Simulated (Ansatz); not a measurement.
**H8N2Si2: density, localisation and related maps**

```yaml
atoms:
  - { symbol: Si, position_ang: [-0.2672, 0.2996, -0.7132] }
  - { symbol: N, position_ang: [0.9152, 1.3303, 0.4313] }
  - { symbol: N, position_ang: [0.8598, 0.1037, -1.8580] }
  - { symbol: H, position_ang: [1.6273, 1.4744, -0.2949] }
  - { symbol: H, position_ang: [-1.3626, 1.3341, -0.7674] }
  - { symbol: Si, position_ang: [-1.0166, -1.4340, 0.7110] }
  - { symbol: H, position_ang: [0.5664, 2.2145, 0.7884] }
  - { symbol: H, position_ang: [1.3301, 0.7959, 1.1877] }
  - { symbol: H, position_ang: [0.8439, -0.5833, -2.5929] }
  - { symbol: H, position_ang: [-2.0149, -0.9954, 1.7323] }
  - { symbol: H, position_ang: [0.1475, -2.0033, 1.4557] }
  - { symbol: H, position_ang: [-1.6291, -2.5362, -0.0801] }
```

The product side of a reaction path; geometry: PBE0-D4/def2-TZVP.

All numbers below come from RKS PBE0-D4/def2-TZVPP (Ansatz).

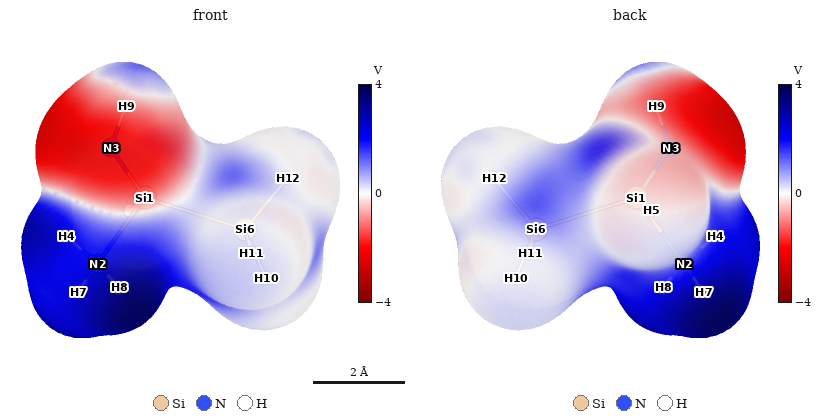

Figure 1. The electrostatic potential painted on the density surface at 0.004 e/bohr³, seen from the front and from behind; the colour scale runs from red (negative) to blue (positive).

Describe the electrostatic potential map.

Answer. The most negative region (about −2.6 V, or −60 kcal/mol for a unit charge) lies over N3, the most positive (about +3.9 V, or +90 kcal/mol for a unit charge) over H7 and H8. N3 is the likeliest acceptor of a hydrogen bond.

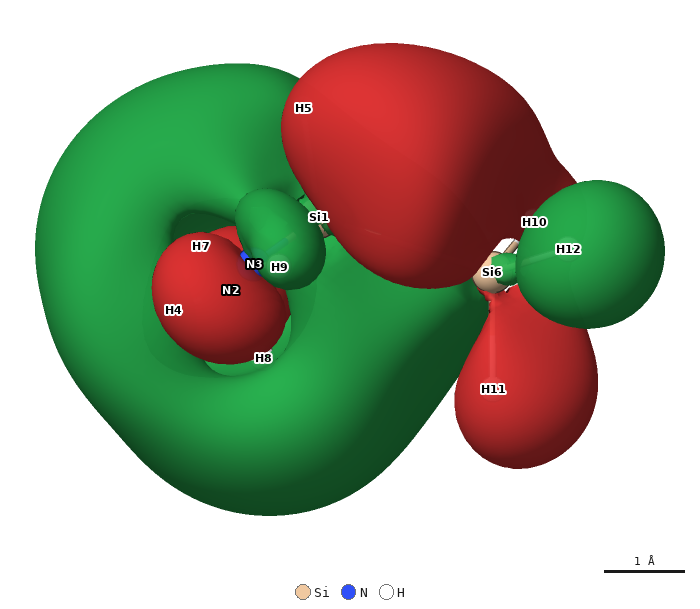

Figure 2. The LUMO at ±0.05 Å⁻³ᐟ² (green and red are the two phases), seen from one side.

Describe this orbital and give its energy.

Answer. Its weight (Hirshfeld) is mainly on Si1 (about 20 %), Si6 (about 20 %), H7 (about 15 %), H8 (about 15 %) and N2 (about 10 %). Its energy is −0.46 eV.

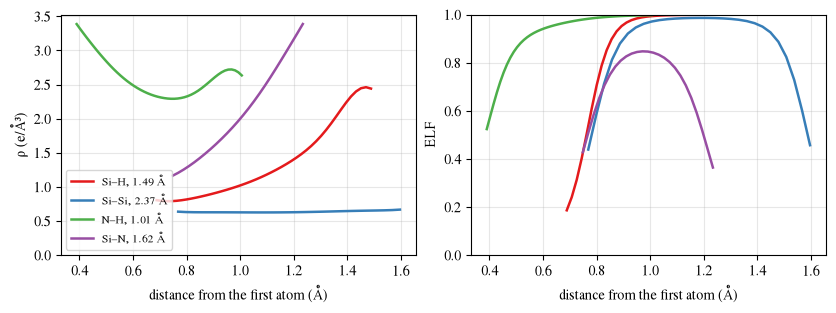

Figure 3. Electron density and ELF along straight lines between neighbouring atoms. The curves leave out the atomic cores.

Compare the contacts.

Answer. Si–H (1.49 Å): ρ is about 0.79 e/Å³ halfway; the ELF climbs to about 1 towards the hydrogen, as it does in any bond to H.
Si–Si (2.37 Å): the density is about 0.63 e/Å³ at the midpoint; the ELF peaks at about 1 between the atoms; localised, covalent bonding.
N–H (1.01 Å): ρ at the midpoint is about 2.8 e/Å³; the ELF climbs to about 1 towards the hydrogen: an ordinary covalent bond to hydrogen.
Si–N (1.62 Å): the density is about 1.3 e/Å³ at the midpoint; the ELF peaks at about 0.85 between the atoms: a polar covalent bond.

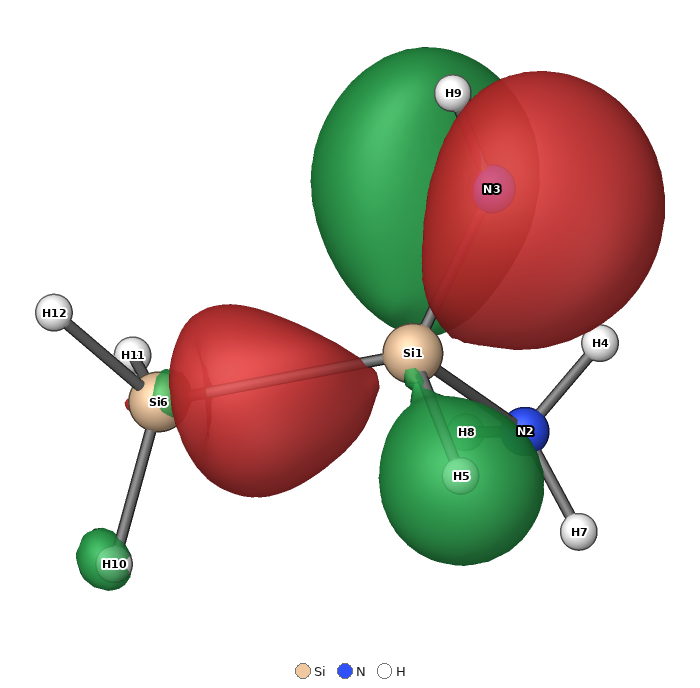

Figure 4. The HOMO at ±0.1 Å⁻³ᐟ² (green and red are the two phases), seen at an oblique angle.

Describe this orbital and give its energy.

Answer. It lies mainly on N3 (about 60 %), Si1 (about 15 %) and Si6 (about 10 %). Its energy is −5.50 eV.
